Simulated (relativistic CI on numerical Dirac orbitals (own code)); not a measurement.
## Run report: Eu³⁺, relativistic CI calculation

System: Eu³⁺.
Method: Dirac-Coulomb-Breit CI, KLI orbitals optimised for each configuration, model QED (radiative potential, 1s self-energy scaled to tabulated hydrogen-like ionisation energies), valence Slater integrals scaled by 0.7, multiplet model of photoemission in the sudden approximation (relativistic CI on numerical Dirac orbitals, in-house).

Key numbers:

| quantity | value |
| --- | --- |
| outcome | converged |
| hardware | 1 CPU thread, shared host |
| CPU time | 14 s |

Remarks:

Caveats: free-ion energies without screening by ligands, so binding energies differ from solids by tens of eV.

Input:
```
atom Eu  Z=63  charge=3  electrons=60
nucleus A=153  rms_radius_fm=5.1115
hamiltonian dirac-coulomb  breit=on  qed=on  c_scale=1
orbitals kli  potential=per-configuration
slater_scale 0.7
correlation none
mixing on
configurations
  [Xe] 4f6
  [Xe] 4f5
end
photoemission 4f valence T=300 lorentz=0.1 gauss=0.3
crystal_field free
```

The program writes its results to a structured record and prints no log; tables and figures of this report are taken from that record.

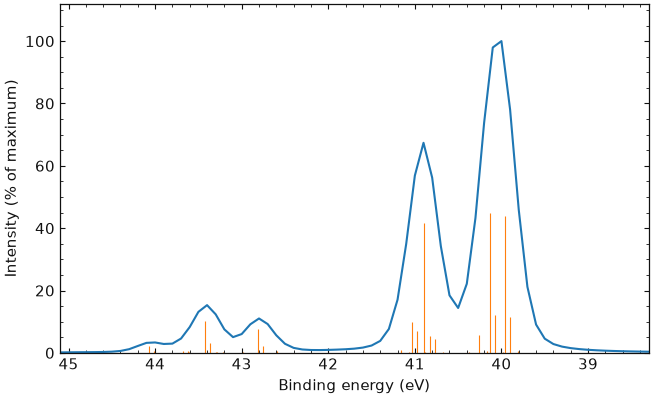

4f valence photoemission of Eu³⁺ (europium, Z = 63), [Xe] 4f⁶, in no crystal field (free ion). Sticks are the strongest transitions, on a scale of their own. Multiplet model: relativistic Dirac–Coulomb–Breit theory, one configuration a step, Slater integrals scaled by 0.7, 300 K, Voigt broadening (Lorentzian 0.1 eV, Gaussian 0.3 eV full widths), computed with a radial Dirac CI code. The main maxima lie at 40.0 eV (100), 40.9 eV (67), 42.8 eV (11) and 43.4 eV (15), heights in % of the largest; the centroid is at 40.8 eV. The ground state has S = 2.91.
